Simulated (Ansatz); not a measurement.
## Electronic structure of F$_{2}$H$_{4}$N$_{2}$Si···H$_{2}$S in real space

Input

```
crystal:
  periodic: [false, false, false]
  atoms:
    - { symbol: Si, position_ang: [0.0, 0.0, 0.0] }
    - { symbol: "N", position_ang: [0.0, 0.0, 2.17] }
    - { symbol: H, position_ang: [-0.877, -0.2713, 2.7] }
    - { symbol: H, position_ang: [0.877, 0.2713, 2.7] }
    - { symbol: F, position_ang: [1.4994, 0.0, -0.5295] }
    - { symbol: "N", position_ang: [-0.8572, 1.4851, -0.6061] }
    - { symbol: H, position_ang: [-1.8773, 1.43, -0.8888] }
    - { symbol: H, position_ang: [-0.3367, 2.4058, -0.6766] }
    - { symbol: F, position_ang: [-0.7489, -1.2974, -0.5295] }
    - { symbol: S, position_ang: [1.2839, -1.9497, 0.7757] }
    - { symbol: H, position_ang: [0.4989, -3.103, 0.6585] }
    - { symbol: H, position_ang: [0.6868, -1.0429, 1.948] }
basis:
  gaussian: { orbitals: def2-SVP }
hamiltonian:
  xc: pbe
  dispersion: d4
relax:
  f_tol: 0.15
  max_steps: 25
  restrain:
    - { distance: [0, 9], at: 3.36, k: 30.0 }
    - { distance: [11, 1], at: 2.26, k: 30.0 }
    - { distance: [0, 1], at: 1.82, k: 30.0 }
    - { distance: [11, 9], at: 1.4, k: 30.0 }
output:
  orbitals: {}
```

Run with:

```sh
ansatz run input.yaml --threads 4 --pin off --max-ram 5120MiB --backend cpu --events-out ev --progress --plain --runs-dir out
```

The fields are those of the run's last geometry, not of the input's.

Not at a stationary point (largest force 1.3 eV/Å).

Level of theory: RKS PBE-D4/def2-SVP in Ansatz.

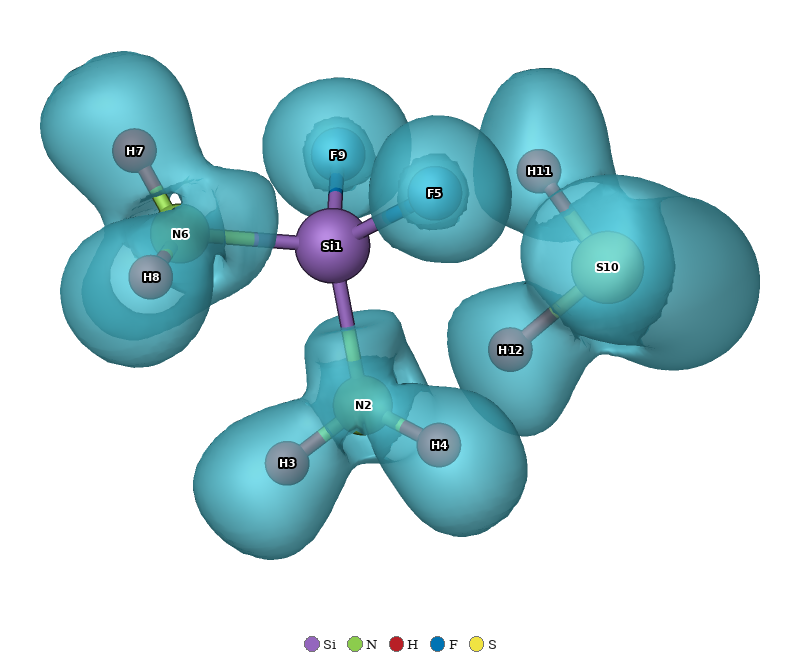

Figure 1. Isosurface of the ELF at 0.75 (cyan), seen at a tilt. Core shells and regions of very low density are left out.

> Identify the bonds, lone pairs and shells in this picture.

At this value the surface marks out two regions wrapped around F (its lone pairs, merged into a ring or cap), two joined regions spread over several atoms (H, N), in which their bonds and any lone pairs are merged and one joined region spread over several atoms (H, S), in which their bonds and any lone pairs are merged. Along the contacts the grid gives the following. N2···H12 (2.26 Å): the ELF dips to about 0.10 between them. Si–F (1.63 Å): the ELF peaks at about 0.85 in the valence shell of F, 0.7 Å from its nucleus, and is about 0.40 at the midpoint.

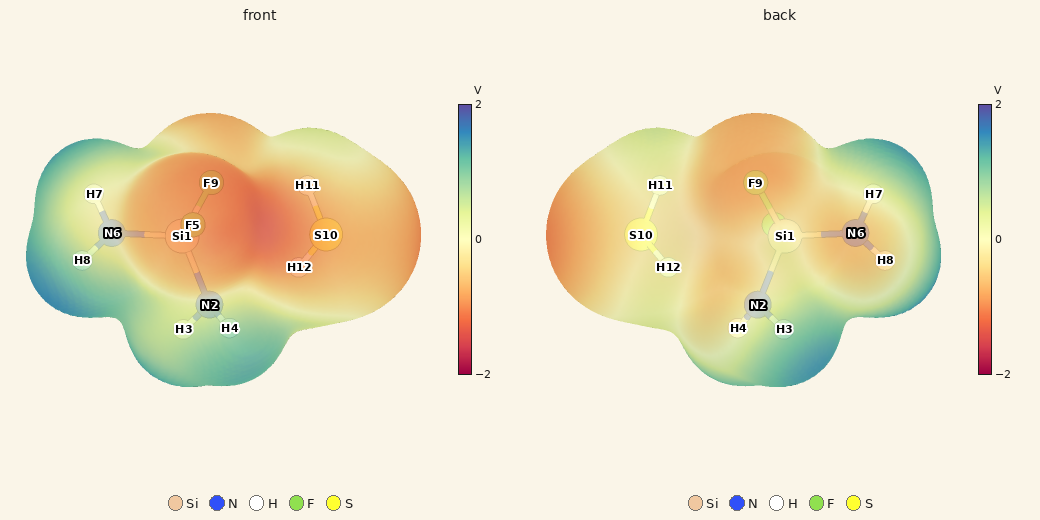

Figure 2. The molecular electrostatic potential painted on the density surface at 0.001 e/bohr³, seen from the front and from behind; red is negative and blue positive.

> Where is the surface potential most negative and most positive?

The most negative region (about −1.3 V) lies over the gap between the two molecules, near F5 and S10, the most positive (about +1.5 V) over H8.

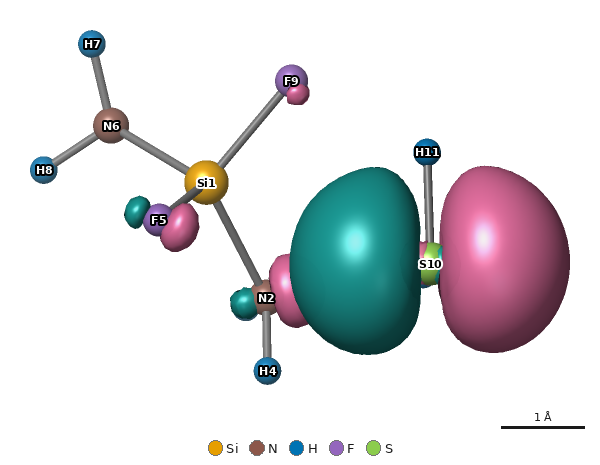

Figure 3. The HOMO at ±0.15 Å⁻³ᐟ² (teal and pink are the two phases), seen at a tilt.

> Where does this orbital lie, and at what energy?

Its weight (Hirshfeld) is mainly on S10 (about 85 %); largely a lone pair of S10. Its energy is −5.52 eV.

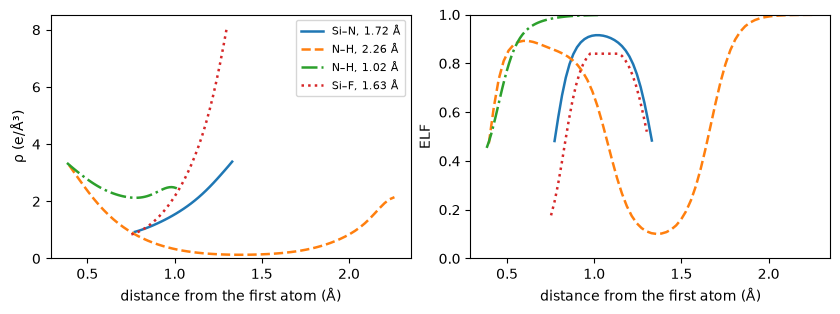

Figure 4. Electron density and ELF along straight lines between neighbouring atoms. The curves leave out the atomic cores.

> What can be read from the curves?

Si–N (1.72 Å): ρ is about 1.1 e/Å³ halfway; the ELF peaks at about 0.90 between the atoms, as expected for a polar covalent bond.
N2···H12 (2.26 Å): the density falls to about 0.13 e/Å³ on the way; the ELF dips to about 0.10 between them.
N–H (1.02 Å): the density is about 2.7 e/Å³ at the midpoint; the ELF climbs to about 1 towards the hydrogen, as it does in any bond to H; a covalent bond by its length.
Si–F (1.63 Å): ρ is about 1 e/Å³ halfway; the ELF peaks at about 0.85 in the valence shell of F, 0.7 Å from its nucleus, and is about 0.40 at the midpoint.
